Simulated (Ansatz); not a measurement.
Base system: Hf in the hcp (Mg type) structure (space group P6_3/mmc, No. 194; a = 3.1979 Å, c = 5.0473 Å).

Structures relaxed with r2SCAN (Ansatz, an electronic-structure program), no spin-orbit coupling.

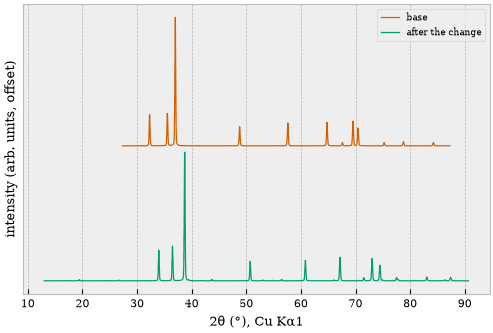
*Simulated powder patterns before (top) and after one change*

**Question.** Which change produced these results?
A) x(W) = 0.875, 8 atoms, P-6m2
B) x(W) = 0.25, 8 atoms, Pmmn
C) x(W) = 0.375, 8 atoms, Pmm2
D) x(W) = 0.333, 6 atoms, P-62m

**Answer.** D, x(W) = 0.333, 6 atoms, P-62m. Its volume per atom is 19.75 Å³ against 22.35 Å³, and its space group is P-62m (No. 189).

Each cell is one ordered arrangement of few atoms, which overstates ordering effects compared with a random alloy. Stability against distortions was not tested. All final runs are without spin polarisation. Under x(W) = 0.375, 8 atoms, Pmm2 and x(W) = 0.25, 8 atoms, Pmmn the cell changed shape so far that it is another structure.
